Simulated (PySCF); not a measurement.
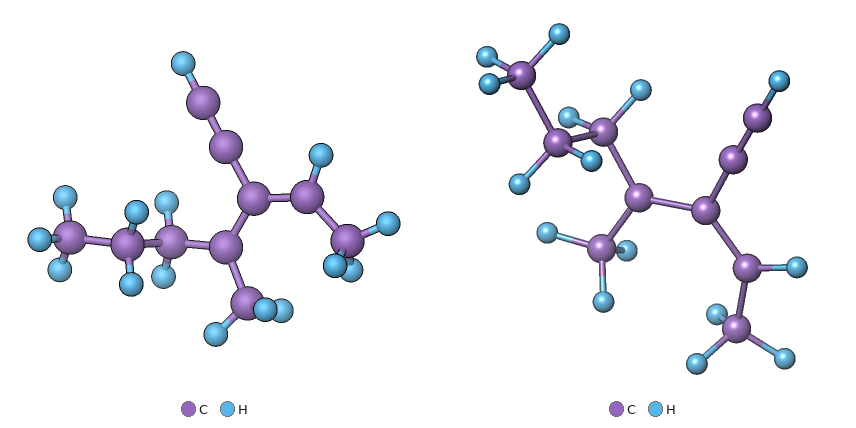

The same structure drawn twice, from different directions.

Charge +1, singlet.

Describe the molecule.

It has 25 atoms: 10 carbon and 15 hydrogen (C10H15(+)). SMILES: `C#C/C(=C/C)[C+](C)CCC`. It has no ring. Among its groups: alkene, alkyne. The point group is C1. Coordination: 2 C linear; 3 C trigonal planar; 5 C tetrahedral.

The parts below concern this one geometry. Atoms keep their numbers from picture to picture. Computed geometry: PBE0-D3(BJ)/def2-SVP optimisation. No frequency run is at hand to confirm it as a minimum.

### NMR shielding

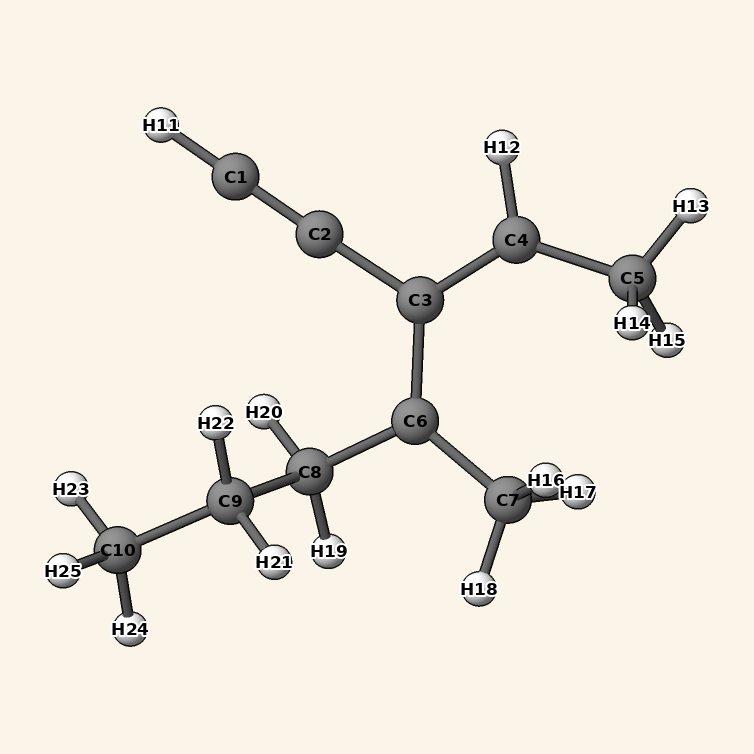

The questions are on isotropic NMR shieldings of the C atoms. No frequency run is at hand to confirm it as a minimum. Method: GIAO PBE0/pcSseg-1 NMR shielding, non-relativistic, IEF-PCM chloroform (PySCF 2.14.0).

Which C atom is the most shielded (lowest chemical shift)?

Answer. C10 (165.3 ppm).

Which C atom is the least shielded (highest chemical shift)?

Answer. C6 (−81.5 ppm).

How wide is the range of C shifts?

Answer. 246.8 ppm.

List the isotropic NMR shieldings of the C atoms.

| atom | σ (ppm) |
| --- | --- |
| C1 | 87.8 |
| C2 | 105.0 |
| C3 | 46.8 |
| C4 | −39.2 |
| C5 | 151.8 |
| C6 | −81.5 |
| C7 | 143.5 |
| C8 | 122.6 |
| C9 | 149.9 |
| C10 | 165.3 |

### Bond orders

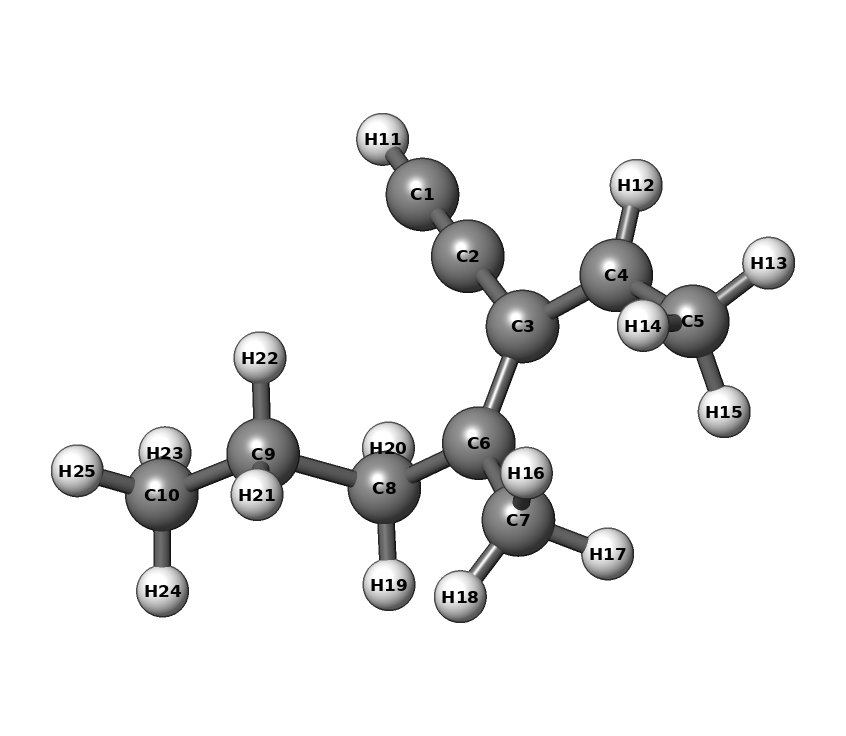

Every bond is drawn as one stick. No frequency run is at hand to confirm it as a minimum. Computed with PBE0/pcSseg-1 in chloroform (IEF-PCM) (PySCF 2.14.0).

Which bond between heavy atoms has the highest Mayer bond order?

Answer. C1–C2, 2.34, at a length of 1.211 Å.

List the Mayer bond orders of C1–C2, C2–C3, C3–C4, C3–C6, C4–C5, C6–C7, C6–C8, C8–C9, C9–C10 (bonds between heavy atoms, one of each equivalent set).

```json
{"bond": "C1–C2", "Mayer order": "2.34", "length (Å)": "1.211"}
{"bond": "C2–C3", "Mayer order": "0.97", "length (Å)": "1.436"}
{"bond": "C3–C4", "Mayer order": "1.54", "length (Å)": "1.389"}
{"bond": "C3–C6", "Mayer order": "1.20", "length (Å)": "1.429"}
{"bond": "C4–C5", "Mayer order": "1.14", "length (Å)": "1.471"}
{"bond": "C6–C7", "Mayer order": "1.16", "length (Å)": "1.474"}
{"bond": "C6–C8", "Mayer order": "1.19", "length (Å)": "1.465"}
{"bond": "C8–C9", "Mayer order": "0.93", "length (Å)": "1.564"}
{"bond": "C9–C10", "Mayer order": "1.07", "length (Å)": "1.518"}
```

### Electronic properties

No frequency run is at hand to confirm it as a minimum. Method: PBE0/pcSseg-1 in chloroform (IEF-PCM) (PySCF 2.14.0).

Predict the main results.

- HOMO energy (Kohn–Sham orbital): −8.68 eV
- LUMO energy (Kohn–Sham orbital): −4.92 eV
- HOMO–LUMO gap: 3.76 eV
